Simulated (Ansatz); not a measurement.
**CHF$_{2}$NSi (SMILES N#C[SiH](F)F): density, localisation and related maps**

Input

```
crystal:
  periodic: [false, false, false]
  atoms:
    - {symbol: N, position_ang: [0.362526, -2.300159, 0.730916]}
    - {symbol: C, position_ang: [0.194766, -1.221320, 0.366833]}
    - {symbol: Si, position_ang: [-0.075795, 0.525891, -0.136365]}
    - {symbol: F, position_ang: [-1.389055, 0.569639, -1.002501]}
    - {symbol: F, position_ang: [1.145698, 0.953753, -1.031735]}
    - {symbol: H, position_ang: [-0.196041, 1.408096, 1.026652]}
basis:
  gaussian: {orbitals: def2-TZVPP}
hamiltonian: {xc: pbe0, dispersion: d4}
output: {orbitals: {seedname: orbitals}}
```

Launched as:

```sh
ansatz run in.yaml --threads 2 --pin off --events-out ev --progress --plain --max-ram 32768MiB --backend cpu
```

Geometry: PBE0-D4/def2-TZVP.

The calculation used RKS PBE0-D4/def2-TZVPP in Ansatz.

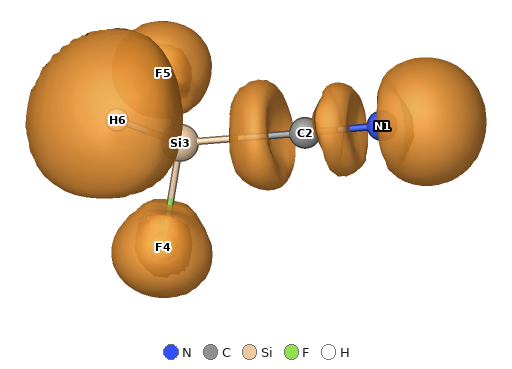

Figure 1. Isosurface of the electron localisation function at 0.8 (orange), seen at a tilt. Only the valence region is drawn (cores and ρ < 0.01 e/Å³ removed).

Describe the localisation domains.

The ELF exceeds this value in one region between bonded C–N atoms (shared pairs), one region between bonded C–Si atoms (shared pairs), one region around a hydrogen nucleus, one lobe on N, pointing away from the bonds (lone pairs) and two regions wrapped around F (its lone pairs, merged into a ring or cap).


C–N (1.15 Å): the ELF peaks at about 0.90 between the atoms; a short, multiple covalent bond. Si–F (1.57 Å): the ELF peaks at about 0.85 in the valence shell of F, 0.6 Å from its nucleus, and is about 0.55 at the midpoint.

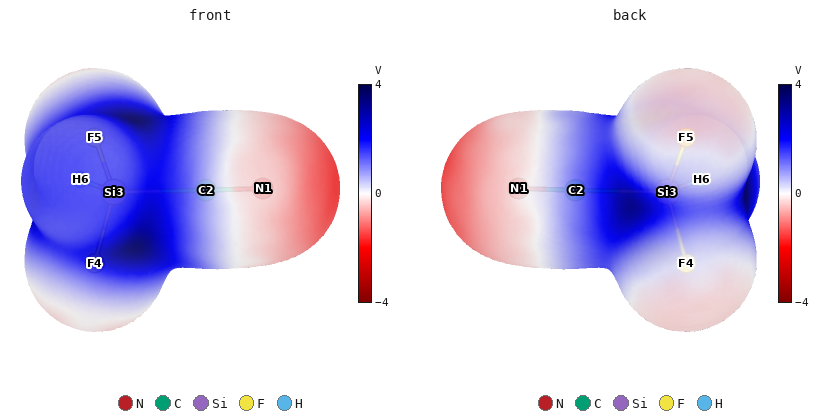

Figure 2. The electrostatic potential painted on the density surface at 0.004 e/bohr³, seen from the front and from behind; red is negative and blue positive.

Describe the electrostatic potential map.

The most negative region (about −1.5 V) lies over N1, the most positive (about +3.6 V) over Si3. N1 is the likeliest acceptor of a hydrogen bond.

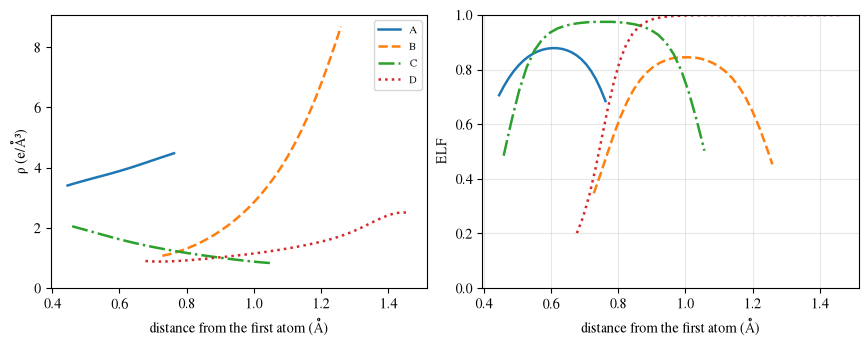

Figure 3. Electron density and electron localisation function along straight lines between neighbouring atoms. The curves leave out the atomic cores.

Which curve belongs to which contact (C–N, C–Si, Si–F and Si–H)? The first atom named is at distance zero.

Curve A: C–N (1.15 Å): ρ at the midpoint is about 3.8 e/Å³; the ELF peaks at about 0.90 between the atoms: a multiple bond. Curve B: Si–F (1.57 Å): the density is about 1.3 e/Å³ at the midpoint; the ELF peaks at about 0.85 in the valence shell of F, 0.6 Å from its nucleus, and is about 0.55 at the midpoint. Curve C: C–Si (1.84 Å): the density is about 0.98 e/Å³ at the midpoint; the ELF peaks at about 1 between the atoms; localised, covalent bonding. Curve D: Si–H (1.46 Å): ρ at the midpoint is about 0.88 e/Å³; the ELF climbs to about 1 towards the hydrogen, as it does in any bond to H.
